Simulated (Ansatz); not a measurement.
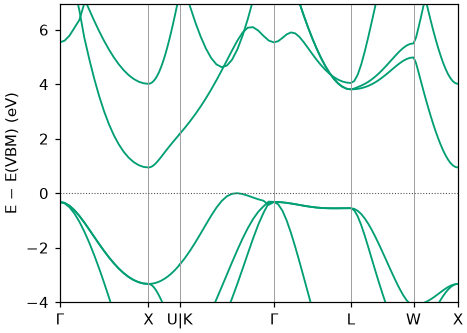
*Band structure from PBEsol in the plane-wave PAW code Ansatz*

Question: Read off the gap and where the band edges lie.

Answer: About 0.9 eV (0.94 eV by a search for the band edges); maximum on the K–Γ line, 60 % of the way from K, minimum at X.

The material is BeS (rock salt, Fm-3m).

The cell is a constructed one: a structure type filled with these elements; neither database checked (COD, Materials Project) lists it. COD files the formula under space group No. 216, so this cell is another polymorph or a model. Its standing as an ambient phase is unchecked. The cell was relaxed with PBEsol under the symmetry of its start. At this level the phase is dynamically unstable (imaginary phonons).

Potentials: the later of the program's two PAW sets.
